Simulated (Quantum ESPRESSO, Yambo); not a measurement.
# Quasiparticle gap of SrTiO3 (Tausonite) in Yambo, part 3 of 3

Aim: the G0W0 gap of SrTiO3 (Tausonite) on PBE, step by step.

Quantum ESPRESSO 7.5 and Yambo 5.3.0; PBE and many-body steps on it, plane waves. Known limits of the many-body steps: not at the basis limit; no spin-orbit coupling; coarse k mesh.

So far. Step 3 (Bands along the symmetry lines): The gap is 1.908 eV, as in the run before at this level. Step 4 (Empty states on the mesh, 4×4×4 mesh, 67 bands): On this mesh the gap is 1.908 eV.

## Step 6: Screening and self-energy, 4×4×4 mesh, 67 bands, screening to 95.2 eV

Now the one-shot GW correction: screening in the RPA, then the self-energy of the levels asked for.

This step: G0W0 on PBE, plane waves, norm-conserving pseudopotentials.

Contents of gw1.in:

```
HF_and_locXC
gw0
dyson
ppa
em1d
rim_cut
RandQpts= 1000000
RandGvec= 1 RL
EXXRLvcs= 76 Ry
VXCRLvcs= 304 Ry
Chimod= "HARTREE"
% BndsRnXp
 1 | 67 |
%
NGsBlkXp= 7 Ry
% LongDrXp
 1 | 1 | 1 |
%
% GbndRnge
 1 | 67 |
%
DysSolver= "n"
ExtendOut
PPAPntXp= 27.21138 eV
% QPkrange
 10 | 10 | 19 | 22 |
 1 | 1 | 19 | 22 |
%
```

Launch:

```
> OMP_NUM_THREADS=1 mpirun -n 8 yambo -F gw1.in -J gw1 -C gw1 > gw1.log
```

What it wrote:

```text
 Yambo, version 5.3.0

 [02] CORE Variables Setup
 =========================

  [... cell, symmetries and grids as in the set-up ...]

  [02.05] Energies & Occupations
  ==============================

  [X] === General ===
  [X] Electronic Temperature                        :  0.000000  0.000000 [eV K]
  [X] Bosonic    Temperature                        :  0.000000  0.000000 [eV K]
  [X] Finite Temperature mode                       : no
  [X] El. density                                   :  0.67159E+24 [cm-3]
  [X] Fermi Level                                   :  10.04689 [eV]

  [X] === Gaps and Widths ===
  [X] Conduction Band Min                           :  1.907630 [eV]
  [X] Valence Band Max                              :  0.000000 [eV]
  [X] Filled Bands                                  :  20
  [X] Empty Bands                                   :   21   67
  [X] Direct Gap                                    :  2.262761 [eV]
  [X] Direct Gap localized at k                     :  1
  [X] Indirect Gap                                  :  1.907630 [eV]
  [X] Indirect Gap between kpts                     :  10   1
  [X] Last valence band width                       :  0.731990 [eV]
  [X] 1st conduction band width                     :  2.609046 [eV]

 [03] Transferred momenta grid and indexing
 ==========================================

 IBZ Q-points                                      :  10
 BZ  Q-points                                      :   64

 K/Q-points units:
 rlu = crystal or reduced units; cc = cartesian coordinates; iku = interal k-units

 Q [ 1]         [rlu]:  0.000000  0.000000  0.000000
 Q [ 2]         [rlu]:  0.000000  0.000000  0.250000
 Q [ 3]         [rlu]:  0.000000  0.000000 -0.500000
 Q [ 4]         [rlu]:  0.000000  0.250000  0.250000
 Q [ 5]         [rlu]:  0.000000  0.250000 -0.500000
 Q [ 6]         [rlu]:  0.000000 -0.500000 -0.500000
 Q [ 7]         [rlu]:  0.250000  0.250000  0.250000
 Q [ 8]         [rlu]:  0.250000  0.250000 -0.500000
 Q [ 9]         [rlu]:  0.250000 -0.500000 -0.500000
 Q [10]         [rlu]: -0.500000 -0.500000 -0.500000

 [04] Coloumb potential Random Integration (RIM)
 ===============================================

  [04.01] RIM initialization
  ==========================

  * Diagonal components only detected *

  8 x (sBL volume)        :  0.077143 [a.u.]
  sBZ random points       :  1000000
  Points outside the sBZ  :   7992674
  RL volume               :  0.617144 [a.u.]
  Integrated volume       :  0.617710 [a.u.]

  [04.02] RIM integrals
  =====================

  Gamma point sphere radius             :  0.077218 [a.u.]
  Points outside the sphere             :   799758
  [Int_sBZ(q=0) 1/q^2]*(Vol_sBZ)^(-1/3) =:  7.677921
                                 should be <:  7.795600

  Summary of Coulomb integrals for non-metallic bands |Q|[au] RIM/Bare

  Q [1] 0.100000E-4 0.984904 * Q [2] 0.212848 1.050352
  Q [4] 0.301012 1.048056 * Q [7] 0.368663 1.034451
  Q [3] 0.425695 1.019613 * Q [5] 0.475942 1.017752
  Q [8] 0.521368 1.015471 * Q [6] 0.602024 1.012155
  Q [9] 0.638543 1.010963 * Q [10] 0.737326 1.008585

 [05] Dipoles
 ============

  [05.01] Setup: observables and procedures
  =========================================

  [WARNING] [x,Vnl] slows the Dipoles computation. To neglect it rename the ns.kb_pp file

 [06] Dynamic Dielectric Matrix (PPA)
 ====================================

 [SLK-Inversion]  Pools        :  2
 [SLK-Inversion]  BLACS grid   :  2  2

 [WR./gw1//ndb.pp]---------------------------------------------------------------
  Brillouin Zone Q/K grids (IBZ/BZ)                :   10   64   10   64
  RL vectors                                       :   5743 [WF]
  Coulomb cutoff potential                         : none
  Electronic Temperature                           :  0.000000 [K]
  Bosonic    Temperature                           :  0.000000 [K]
  PPA    diel. fun.  energies                      : Perdew, Burke & Ernzerhof(X)+Perdew, Burke & Ernzerhof(C)
  wavefunctions                                    : Perdew, Burke & Ernzerhof(X)+Perdew, Burke & Ernzerhof(C)
  Global Gauge                                     : length
  X matrix size                                    :  147
  X band range                                     :    1   67
  X e/h energy range                               : -1.000000 -1.000000 [eV]
  X Time ordering                                  : R
  X Hxc Kernel                                     : HARTREE
  X Drude frequency                                :  0.000000  0.000000
  X poles                                          :  100.0000 [o/o]
  RL vectors in the sum                            :   5743
  [r,Vnl] included                                 : yes
  Field direction                                  :  0.577350E-5  0.577350E-5  0.577350E-5
  BZ energy Double Grid                            : no
  BZ energy DbGd points                            : 0
  BZ Q point size factor                           : -1.000000
  X Optical Averaged directions                    : none

 [07] Local Exchange-Correlation + Non-Local Fock
 ================================================

 [VXC] Plane waves :   36041
 [EXS] Plane waves :   4553

 QP @ state[ 1 ] K range:  1  1
 QP @ state[ 1 ] b range:  19  22
 QP @ state[ 2 ] K range:  10  10
 QP @ state[ 2 ] b range:  19  22

 [xc] Functional : Perdew, Burke & Ernzerhof(X)+Perdew, Burke & Ernzerhof(C)
 [xc] LIBXC used to calculate xc functional
  PP Number of Atomic Species                      :  3
  NLCC RL compoments                               :   36041
  PP Number of Atomic Species                      :  3
  NLCC RL compoments                               :   36041

 [xc] E_xc :  -22.32464 [Ha]
      E_xc :  -44.64928 [Ry]

  Local XC kind (lXC) : Perdew, Burke & Ernzerhof(X)+Perdew, Burke & Ernzerhof(C)
  Non-Local XC kind (nlXC) : Hartree-Fock

  Corrections @ K [1] :  [eV]
 <19|nlXC|19> = -25.25797 -0.99092E-17 <19|lXC|19> = -20.54186 -0.15931E-15
 <20|nlXC|20> = -25.25793  0.82945E-17 <20|lXC|20> = -20.54186  0.47204E-16
 <21|nlXC|21> = -11.48496  0.34186E-17 <21|lXC|21> = -18.88300  0.18882E-15
 <22|nlXC|22> = -11.48494  0.22548E-17 <22|lXC|22> = -18.88300  0.000000

  Corrections @ K [10] :  [eV]
 <19|nlXC|19> = -25.09240  0.76099E-17 <19|lXC|19> = -20.19482  0.56645E-15
 <20|nlXC|20> = -25.09238 -0.28316E-17 <20|lXC|20> = -20.19481  0.000000
 <21|nlXC|21> = -12.96588 -0.12317E-17 <21|lXC|21> = -21.98333 -0.47204E-16
 <22|nlXC|22> = -12.96588  0.19558E-17 <22|lXC|22> = -21.98331 -0.18882E-15

  [07.01] Hartree-Fock occupations report
  =======================================

  [Hartree-Fock] === General ===
  [Hartree-Fock] Electronic Temperature             :  0.000000  0.000000 [eV K]
  [Hartree-Fock] Bosonic    Temperature             :  0.000000  0.000000 [eV K]
  [Hartree-Fock] Finite Temperature mode            : no
  [Hartree-Fock] El. density                        :  0.67159E+24 [cm-3]
  [Hartree-Fock] Fermi Level                        :  10.04689 [eV]

  [Hartree-Fock] === Gaps and Widths ===
  [Hartree-Fock] Conduction Band Min                :  1.988996 [eV]
  [Hartree-Fock] Valence Band Max                   : -0.043408 [eV]
  [Hartree-Fock] Filled Bands                       :  20
  [Hartree-Fock] Empty Bands                        :   21   67
  [Hartree-Fock] Direct Gap                         :  2.584134 [eV]
  [Hartree-Fock] Direct Gap localized at k          :  2
  [Hartree-Fock] Indirect Gap                       :  2.032404 [eV]
  [Hartree-Fock] Indirect Gap between kpts          :   9   2
  [Hartree-Fock] Last valence band width            :  5.027791 [eV]
  [Hartree-Fock] 1st conduction band width          :  11.54514 [eV]

 [08] Dyson equation: Newton solver
 ==================================

  [08.01] G0W0 (W PPA)
  ====================

  [  GW  ] Bands range     :    1   67
  [GW/PPA] G damping       :  0.100000 [eV]

  QP @ state[ 1 ] K range:  1  1
  QP @ state[ 1 ] b range:  19  22
  QP @ state[ 2 ] K range:  10  10
  QP @ state[ 2 ] b range:  19  22

   Sc/G bands                                       :    1   67
   Sc/G damping                                     :  0.100000 ev
   Sc bands terminator                              : no
   Sx RL components                                 :   4553

   QP @ state[ 1 ] K range                          :  1  1
   QP @ state[ 1 ] b range                          :  19  22
   QP @ state[ 2 ] K range                          :  10  10
   QP @ state[ 2 ] b range                          :  19  22
   GF energies kind                                 : Perdew, Burke & Ernzerhof(X)+Perdew, Burke & Ernzerhof(C)
   GF WF`s kind                                     : Perdew, Burke & Ernzerhof(X)+Perdew, Burke & Ernzerhof(C)
   Xs energies kind                                 : Perdew, Burke & Ernzerhof(X)+Perdew, Burke & Ernzerhof(C)
   Xs WF`s kind                                     : Perdew, Burke & Ernzerhof(X)+Perdew, Burke & Ernzerhof(C)

 [11] Game Over & Game summary
```

The job ended after 36 s (8 MPI ranks of Arm Neoverse V1, shared host; peak memory 3.4 GiB).

Numbers from this step:

- G0W0 gap on the points computed: 3.537 eV
- starting gap on the mesh: 1.908 eV
- k of the valence top: -0.5, -0.5, -0.5
- k of the conduction bottom: 0, 0, 0
- least direct G0W0 gap on the computed points: 3.889 eV
- Z at the valence top: 0.7675
- Z at the conduction bottom: 0.7796

The gap on the mesh goes from 1.91 eV to 3.54 eV, a correction of +1.63 eV.

Limits: finite bands, cutoff and mesh; no spin-orbit coupling; coarse k mesh. v1 is the top filled band, c1 the lowest empty one. The levels before and after the correction (eV, zero at the valence-band top of each column):

```csv
,conduction bottom,valence top
Kohn-Sham,1.91,0.00
G0W0,3.54,0.00
```

```csv
,level,energy (eV)
Kohn-Sham,Γ v2-v1,-0.355
Kohn-Sham,Γ c1-c2,1.908
Kohn-Sham,(-0.5 -0.5 -0.5) v2-v1,0.000
Kohn-Sham,(-0.5 -0.5 -0.5) c1-c2,4.517
G0W0,Γ v2-v1,-0.352
G0W0,Γ c1-c2,3.537
G0W0,(-0.5 -0.5 -0.5) v2-v1,0.000
G0W0,(-0.5 -0.5 -0.5) c1-c2,6.449
```

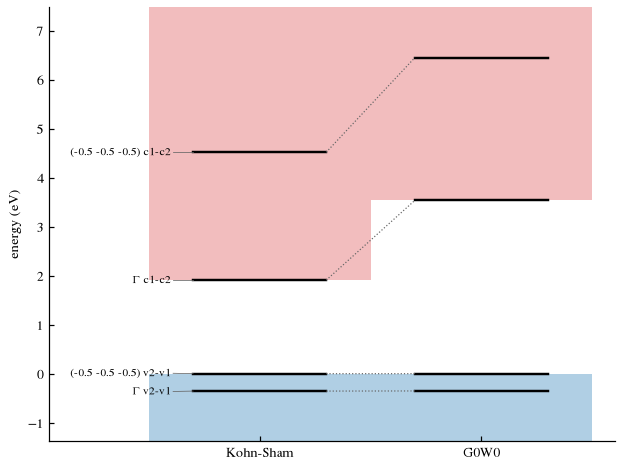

Levels before and after the correction. Shaded: valence and conduction bands.

## Step 7: Where the time went

Times are wall times on the hardware named with each run, good to a factor of about two.

```csv
step,time,share,memory (GiB)
ground state,12 s,18 %,0.57
bands along the symmetry lines,6.8 s,11 %,0.53
empty states on the mesh,6.1 s,10 %,0.48
conversion and set-up,3.4 s,5 %,0.25
screening and self-energy,36 s,56 %,3.4
```

## Step 8: Results

- PBE gap: 1.91 eV, indirect
- G0W0 gap on the mesh: 3.54 eV
- GW settings: 4×4×4 mesh, 67 bands, screening to 95.2 eV, Godby-Needs plasmon pole
- known limits: not at the basis limit; no spin-orbit coupling; coarse k mesh

In words: G0W0 moves the gap on the mesh from 1.91 eV to 3.54 eV (+1.63 eV), with Z of 0.77 and 0.78 at the edges. Only 2 of the mesh's irreducible points were corrected, so a valley elsewhere could overtake. The dearest step here is «screening and self-energy». Against experiment, by G0W0@PBE: the direct gap of 3.89 eV lies +0.12 eV from the measured 3.77 eV (direct, 300 K, 2013). An exciton line or allowed optical edge lies below the quasiparticle gap by the binding energy; a forbidden edge can push the onset above it. The calculation has static nuclei and no excitons; a measured gap holds zero-point and thermal motion, which mostly lowers it. Bands and cutoff are finite, so the gap is not at the basis limit. The miss can reach some tenths of an eV and take either sign; the mesh is an error of its own. In the G0W0 run levels were corrected at 2 k points alone, so a gap called «on the mesh» is the least over those, and an edge elsewhere would be missed. The 4×4×4 mesh is coarse for this cell, which bears on the long-range parts of exchange and screening. This is the ideal cubic cell; many perovskites, halides above all, are cubic only on average, and local tilts or off-centring can widen the gap. The many-body steps are scalar-relativistic: spin-orbit coupling is not in them.

[Paths, hosts, dates, memory and timing lines, banners, echoed tables and standing remarks are left out of the program output.]

[Logs are printed without paths, hosts, clocks, repeated set-up lines and the standing remarks that a program may print on its own settings, such as how far it seeks lower states.]

[Runs of the session that timed out or met a known fault of the program may be left out.]

[Hosts, paths, dates, database ids (printed as entryN), source tags and the programs' standing remarks are cut or masked in the printed files.]
